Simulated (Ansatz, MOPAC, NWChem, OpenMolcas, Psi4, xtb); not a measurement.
InH3 (SMILES [InH3]): the zero-point energy at each level's own minimum, rung by rung

InH3, singlet, SMILES `[InH3]`. Each level relaxes the structure for itself.

Each level gives the zero-point energy at each level's own minimum (kJ/mol). The values are calculated.

```
                                                            level            kind     program  value (kJ/mol)
                                                              AM1  semi-empirical       MOPAC            41.4
                                                              PM7  semi-empirical       MOPAC            48.7
                                                           PM7-HH  semi-empirical       MOPAC            48.7
                                                         GFN1-xTB  semi-empirical         xtb            43.5
                                                         HF/3-21G    Hartree–Fock  OpenMolcas            44.9
                  BP86/def2-SVP (density fitting, core potential)             GGA        Psi4            41.7
B3LYP-D3(BJ)/6-31G*/LANL2DZ (core potential, spherical functions)   global hybrid      NWChem            42.3
                                   PBE0/def2-SVP (core potential)   global hybrid      NWChem            43.3
                               PBE0-D4/def2-TZVP (core potential)   global hybrid      Ansatz            43.7
```

All-electron rows without a relativistic Hamiltonian named are non-relativistic, while core potentials hold scalar relativity, so basis and relativity change together. Harmonic and unscaled. The values span 41.4 to 48.7 kJ/mol.

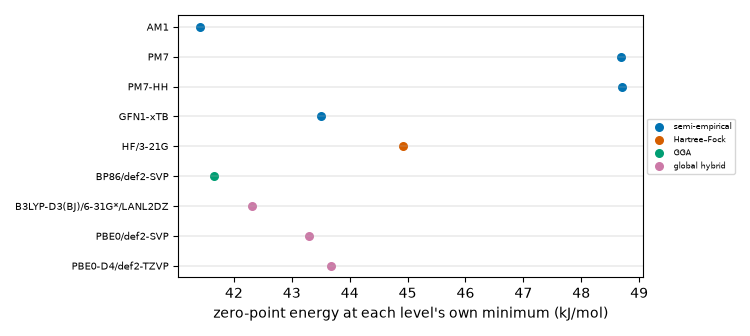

The values of the table, level by level.
